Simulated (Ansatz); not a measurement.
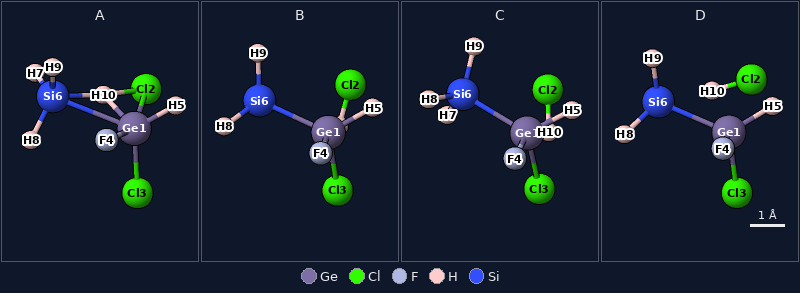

4 geometries from a converged minimum-energy path of GeSiH5Cl2F, made up at the start of GeHCl2F and SiH4, shuffled. Style: ball-and-stick. Shown at a tilt.

All numbers below come from RKS PBE0-D4/def2-SVP (Ansatz 0.2.0). Run with 5 movable images; climbing image; force threshold 0.05 eV/Å; iteration limit 60; starting path through a guess of the saddle point.

Q: One of them is the converged climbing image. Which?

A: A. In order along the path, whose images run from 0 to 6: A (image 2, +213.8 kJ/mol), D (image 4, +50.7 kJ/mol), B (image 5, +41.1 kJ/mol), C (image 6, +36.3 kJ/mol). Breaking: Ge1–Cl2 (2.13 → 2.55 at the top → 3.46 Å), Si6–H10 (1.49 → 1.79 at the top → 3.59 Å). Forming: Cl2–H10 (3.25 → 1.71 at the top → 1.30 Å), Ge1–Si6 (4.24 → 2.65 at the top → 2.39 Å).

Limits of the set-up: the start holds two separate molecules, 3.0 Å apart at their closest, whose relative position is a soft coordinate.
